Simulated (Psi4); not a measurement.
# doublet BH− at 6 levels

Wanted: a comparison of 6 runs (UHF/STO-3G, UB3LYP/6-31G*, UDSD-PBEP86/def2-TZVPPD, UHSE06/def2-TZVPPD, UTPSSh/def2-TZVPPD) of doublet BH−. 

The calculation is run with Psi4 1.11.

## (1) The structure to begin with

BH− has 2 atoms, charge -1, and is taken as a doublet. As SMILES of the parent species, `[BH]`. The bond length is the one measured for the parent species. That shape belongs to the parent species and isn't relaxed for this state.

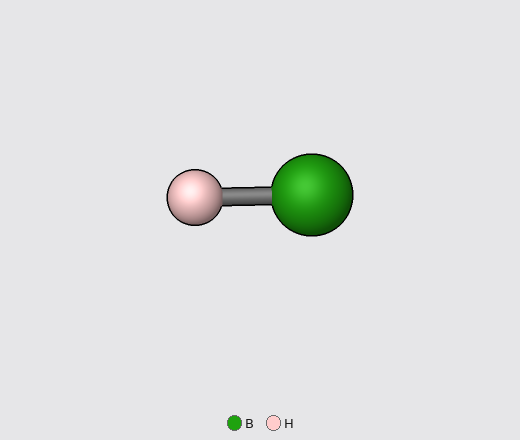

Viewed from a chosen angle; boron green, hydrogen pink.

## (2) A single-point energy at UHF/STO-3G (run 1)

The input, run.py:

```python
import psi4

psi4.set_memory('1600 MB')
psi4.set_num_threads(1)
psi4.set_output_file('psi4.out', False)

m = psi4.geometry("""
-1 2
B      0.000000     0.000000     0.000000
H      0.000000     0.000000     1.232400
units angstrom
symmetry c1
no_reorient
no_com
""")

psi4.set_options({
    'basis': 'STO-3G',
    'reference': 'uhf',
    'puream': True,
    'e_convergence': 1e-09,
    'd_convergence': 1e-08,
    'scf_type': 'pk',
    'maxiter': 100,
})

e, wfn = psi4.energy('scf', molecule=m, return_wfn=True)
psi4.oeprop(wfn, 'MULLIKEN_CHARGES', 'WIBERG_LOWDIN_INDICES', 'QUADRUPOLE', title='SCF')
print(f'scf energy: {e:.10f} Eh')
```

Launch:

```bash
$ python run.py
```

psi4.out:

```text
[...]
  Running in c1 symmetry.
[...]
  Nuclear repulsion =    2.146937725860111
[...]
  Multiplicity = 2
[...]
  Nalpha       = 4
  Nbeta        = 3
[...]
    Number of basis functions: 6
[...]
   @UHF iter   1:   -24.49129582978226   -6.75069e-01   1.43584e-02 DIIS/ADIIS
[...]
   @UHF iter   8:   -24.49867673818305   -1.01252e-12   1.42467e-09 DIIS
[...]
   @S^2 Observed:                7.533144155E-01
[...]
  @UHF Final Energy:   -24.49867673818305
   => Energetics <=
    Nuclear Repulsion Energy =              2.1469377258601106
    One-Electron Energy =                 -40.3059303209418403
    Two-Electron Energy =                  13.6603158568986807
    Total Energy =                        -24.4986767381830468
  UHF NO Occupations:
  HONO-2 :    2  A 2.0000000
  HONO-1 :    3  A 1.9983414
[...]
 Multipole Moments:
 ------------------------------------------------------------------------------------
     Multipole            Electronic (a.u.)      Nuclear  (a.u.)        Total (a.u.)
 ------------------------------------------------------------------------------------
 L = 1.  Multiply by 2.5417464519 to convert [e a0] to [Debye]
 Dipole X            :          0.0000000            0.0000000            0.0000000
 Dipole Y            :          0.0000000            0.0000000            0.0000000
 Dipole Z            :         -2.3211441            2.3288985            0.0077544
 Magnitude           :                                                    0.0077544
 L = 2.  Multiply by 1.3450342976 to convert [e a0^2] to [Debye ang]
 Quadrupole XX       :         -4.4968798            0.0000000           -4.4968798
 Quadrupole XY       :         -0.4298124            0.0000000           -0.4298124
[...]
```

On the terminal:

```text
scf energy: -24.4986767382 Eh
```

Run time: 1.9 s. Hardware: 1 thread of AMD EPYC 7B13 (Zen 3), shared host; peak memory 0.18 GiB.

## (3) The energy at UB3LYP/6-31G(d) (spherical functions) (run 2)

The input, job.py:

```python
import psi4

psi4.set_memory(1600000000)
psi4.set_num_threads(1)
psi4.set_output_file('bh.out', False)

molecule = psi4.geometry("""
-1 2
B      0.000000     0.000000     0.000000
H      0.000000     0.000000     1.232400
symmetry c1
no_reorient
no_com
""")

psi4.set_options({
    'basis': '6-31G*',
    'reference': 'uks',
    'puream': True,
    'e_convergence': 1e-09,
    'd_convergence': 1e-08,
    'scf_type': 'pk',
    'dft_radial_points': 99,
    'dft_spherical_points': 590,
    'maxiter': 100,
})

e, wfn = psi4.energy('B3LYP', molecule=molecule, return_wfn=True)
psi4.oeprop(wfn, 'WIBERG_LOWDIN_INDICES', 'QUADRUPOLE', 'DIPOLE')
print(f'B3LYP energy: {e:.10f} Eh')
for k, v in sorted(psi4.core.scalar_variables().items()):
    print(f'{k:45s} {v:18.10f}')
```

Launch:

```bash
$ python job.py
```

bh.out:

```text
[...]
  Running in c1 symmetry.
[...]
  Nuclear repulsion =    2.146937725860111
[...]
  Multiplicity = 2
[...]
  Nalpha       = 4
  Nbeta        = 3
[...]
    Number of basis functions: 16
[...]
   @UKS iter   1:   -25.17422571041592   -2.93698e-01   1.75295e-02 ADIIS/DIIS
[...]
   @UKS iter  10:   -25.24931452135029   -1.81188e-13   1.05385e-09 DIIS
[...]
   @S^2 Observed:                7.525525053E-01
[...]
  @UKS Final Energy:   -25.24931452135029
   => Energetics <=
    Nuclear Repulsion Energy =              2.1469377258601106
    One-Electron Energy =                 -39.3264494587029318
    Two-Electron Energy =                  15.6395980330704099
    DFT Exchange-Correlation Energy =      -3.7094008215778800
    Empirical Dispersion Energy =           0.0000000000000000
    VV10 Nonlocal Energy =                  0.0000000000000000
    Total Energy =                        -25.2493145213502892
[...]
 Multipole Moments:
 ------------------------------------------------------------------------------------
     Multipole            Electronic (a.u.)      Nuclear  (a.u.)        Total (a.u.)
 ------------------------------------------------------------------------------------
 L = 1.  Multiply by 2.5417464519 to convert [e a0] to [Debye]
 Dipole X            :          0.0000000            0.0000000            0.0000000
 Dipole Y            :          0.0000000            0.0000000            0.0000000
 Dipole Z            :         -2.0186132            2.3288985            0.3102853
 Magnitude           :                                                    0.3102853
 L = 2.  Multiply by 1.3450342976 to convert [e a0^2] to [Debye ang]
 Quadrupole XX       :         -7.4589804            0.0000000           -7.4589804
 Quadrupole XY       :          1.2518574            0.0000000            1.2518574
[...]
```

The script printed:

```text
B3LYP energy: -25.2493145214 Eh
CURRENT ENERGY                                    -25.2493145214
CURRENT REFERENCE ENERGY                          -25.2493145214
DD SOLVATION ENERGY                                 0.0000000000
DFT FUNCTIONAL TOTAL ENERGY                       -25.2493145214
DFT TOTAL ENERGY                                  -25.2493145214
DFT VV10 ENERGY                                     0.0000000000
DFT XC ENERGY                                      -3.7094008216
GRID ELECTRONS ALPHA                                3.9999999999
GRID ELECTRONS BETA                                 2.9999999999
GRID ELECTRONS TOTAL                                6.9999999998
NUCLEAR REPULSION ENERGY                            2.1469377259
ONE-ELECTRON ENERGY                               -39.3264494587
PCM POLARIZATION ENERGY                             0.0000000000
PE ENERGY                                           0.0000000000
SCF ITERATION ENERGY                              -25.2493145214
SCF ITERATIONS                                     10.0000000000
SCF TOTAL ENERGY                                  -25.2493145214
TWO-ELECTRON ENERGY                                15.6395980331
XC GRID RADIAL POINTS                              99.0000000000
XC GRID SPHERICAL POINTS                          590.0000000000
XC GRID TOTAL POINTS                           110912.0000000000
```

Wall time 4.5 s (1 thread of AMD EPYC 7B13 (Zen 3), shared host); peak memory 0.25 GiB.

## (4) Energy and gradient at UB3LYP/6-31G(d) (Cartesian functions) (run 3)

The input, calc.in:

```
memory 1.6 GB

molecule {
  -1 2
  B
  H 1 r2

  r2 = 1.2324
  units angstrom
  symmetry c1
}

set {
  basis 6-31G*
  reference uks
  puream false
  e_convergence 1e-09
  d_convergence 1e-08
  scf_type pk
  dft_radial_points 99
  dft_spherical_points 590
  maxiter 100
}

e, wfn = gradient("b3lyp", return_wfn=True)
print_variables()
```

Launch:

```bash
$ psi4 calc.in calc.out -n 1
```

calc.out:

```text
[...]
  Running in c1 symmetry.
[...]
  Nuclear repulsion =    2.146937725860111
[...]
  Multiplicity = 2
[...]
  Nalpha       = 4
  Nbeta        = 3
[...]
    Number of basis functions: 17
[...]
   @UKS iter   1:   -25.17465598003554   -2.94143e-01   1.69194e-02 DIIS/ADIIS
[...]
   @UKS iter  10:   -25.24984888018349   -2.23821e-13   1.07914e-09 DIIS
[...]
   @S^2 Observed:                7.525548137E-01
[...]
    Orbital Energies [Eh]
    ---------------------
    Alpha Occupied:
       1A     -6.437955     2A     -0.155537     3A      0.092099
       4A      0.154979
    Alpha Virtual:
       5A      0.235277     6A      0.440447     7A      0.681682
       8A      0.713024     9A      0.735475    10A      0.773226
      11A      1.179988    12A      1.593736    13A      1.601087
      14A      1.606326    15A      1.610248    16A      1.993207
      17A      3.657317
    Beta Occupied:
[...]
  @UKS Final Energy:   -25.24984888018349
   => Energetics <=
    Nuclear Repulsion Energy =              2.1469377258601106
    One-Electron Energy =                 -39.3189467780033510
    Two-Electron Energy =                  15.6253188143209218
    DFT Exchange-Correlation Energy =      -3.7031586423611675
    Empirical Dispersion Energy =           0.0000000000000000
    VV10 Nonlocal Energy =                  0.0000000000000000
    Total Energy =                        -25.2498488801834853
[...]
  -Total Gradient:
     Atom            X                  Y                   Z
    ------   -----------------  -----------------  -----------------
       1       -0.000000000000     0.000000000000     0.023069253374
       2       -0.000000000000    -0.000000000000    -0.023069248189
[...]
```

It took 4.5 s on 1 thread of AMD EPYC 7B13 (Zen 3), shared host; peak memory 0.26 GiB.

Runs 4 to 5 aren't shown in full; the table further down has their settings and results.

## (5) The energy at UTPSSh/def2-TZVPPD (run 6)

The input, bh.json:

```json
{
  "schema_name": "qcschema_input",
  "schema_version": 1,
  "molecule": {
    "schema_name": "qcschema_molecule",
    "schema_version": 2,
    "symbols": ["B", "H"],
    "geometry": [0.0, 0.0, 0.0, 0.0, 0.0, 2.32889848],
    "molecular_charge": -1,
    "molecular_multiplicity": 2,
    "fix_symmetry": "c1"
  },
  "driver": "energy",
  "model": {
    "method": "tpssh",
    "basis": "def2-TZVPPD"
  },
  "keywords": {
    "reference": "uks",
    "puream": true,
    "e_convergence": 1e-09,
    "d_convergence": 1e-08,
    "scf_type": "pk",
    "dft_radial_points": 99,
    "dft_spherical_points": 590,
    "maxiter": 100,
    "scf_properties": ["WIBERG_LOWDIN_INDICES", "MAYER_INDICES", "MULLIKEN_CHARGES"]
  }
}
```

Launch:

```bash
$ psi4 --qcschema bh.json -n 1 --memory 1600MB
```

stdout:

```text
[...]
  Running in c1 symmetry.
[...]
  Nuclear repulsion =    2.146937723107621
[...]
  Multiplicity = 2
[...]
  Nalpha       = 4
  Nbeta        = 3
[...]
    Number of basis functions: 54
[...]
   @UKS iter   1:   -25.18067239728695   -2.91507e-01   6.20167e-03 DIIS/ADIIS
[...]
   @UKS iter  11:   -25.30524093355242   -3.76588e-12   8.56508e-09 DIIS
[...]
   @S^2 Observed:                7.573505147E-01
[...]
  @UKS Final Energy:   -25.30524093355242
   => Energetics <=
    Nuclear Repulsion Energy =              2.1469377231076212
    One-Electron Energy =                 -38.9352274992028242
    Two-Electron Energy =                  15.5436510053737749
    DFT Exchange-Correlation Energy =      -4.0606021628309907
    Empirical Dispersion Energy =           0.0000000000000000
    VV10 Nonlocal Energy =                  0.0000000000000000
    Total Energy =                        -25.3052409335524189
[...]
 Multipole Moments:
 ------------------------------------------------------------------------------------
     Multipole            Electronic (a.u.)      Nuclear  (a.u.)        Total (a.u.)
 ------------------------------------------------------------------------------------
 L = 1.  Multiply by 2.5417464519 to convert [e a0] to [Debye]
 Dipole X            :          0.0000008            0.0000000            0.0000008
 Dipole Y            :         -0.0000008            0.0000000           -0.0000008
 Dipole Z            :         -0.3684228            1.1570103            0.7885875
 Magnitude           :                                                    0.7885875
[...]
```

The result, in JSON:

```text
{
 "driver": "energy",
 "model": {
  "method": "tpssh",
  "basis": "def2-TZVPPD"
 },
 "success": true,
 "return_result": -25.30524093355242,
 "properties": {
  "calcinfo_nbasis": 54,
  "calcinfo_nmo": 54,
  "calcinfo_nalpha": 4,
  "calcinfo_nbeta": 3,
  "calcinfo_natom": 2,
  "nuclear_repulsion_energy": 2.146937723107621,
  "return_energy": -25.30524093355242,
  "scf_one_electron_energy": -38.935227499202824,
  "scf_two_electron_energy": 15.543651005373775,
  "scf_xc_energy": -4.060602162830991,
  "scf_dipole_moment": [7.852919859544583e-07, -8.329780889323021e-07, 0.7885875422530901],
  "scf_total_energy": -25.30524093355242,
  "scf_iterations": 11
 }
}
```

It took 15 s on 1 thread of AMD EPYC 7B13 (Zen 3), shared host; peak memory 0.66 GiB.

## (6) The series

| run | level | integration grid | task | energy (Eh) | HOMO energy (eV) | LUMO energy (eV) | ⟨S²⟩ | wall time |
| --- | --- | --- | --- | --- | --- | --- | --- | --- |
| 1 | UHF/STO-3G | – | energy | -24.498677 | 6.50 | 19.89 | 0.753 | 1.9 s |
| 2 | UB3LYP/6-31G* (spherical functions) | 99 radial × 590 angular | energy | -25.249315 | 4.22 | 6.40 | 0.753 | 4.5 s |
| 3 | UB3LYP/6-31G* (Cartesian functions) | 99 radial × 590 angular | gradient | -25.249849 | 4.22 | 6.40 | 0.753 | 4.5 s |
| 4 | UDSD-PBEP86/def2-TZVPPD (density fitting for correlation) | 99 radial × 590 angular | energy | -25.233461 | 0.39 | 4.97 | 0.762 | 6 s |
| 5 | UHSE06/def2-TZVPPD | 99 radial × 590 angular | energy | -25.258560 | 2.29 | 3.83 | 0.757 | 13 s |
| 6 | UTPSSh/def2-TZVPPD | 99 radial × 590 angular | energy | -25.305241 | 2.38 | 3.85 | 0.757 | 15 s |

## (7) Outcome

```
                                 quantity         value
                      run 6: total energy  -25.30524 Eh
run 6: HOMO energy (highest over α and β)       2.38 eV
 run 6: LUMO energy (lowest over α and β)       3.85 eV
                              run 6: ⟨S²⟩         0.757
```

**Reading.** Totals of different functionals can't be ranked against each other. In runs 1, 2, 3, 4, 5, 6 the HOMO lies above zero, so the outermost electron may be held by the basis alone. In run 1 the basis is minimal, so the values are rough. All runs together took 45 s, the longest 15 s.
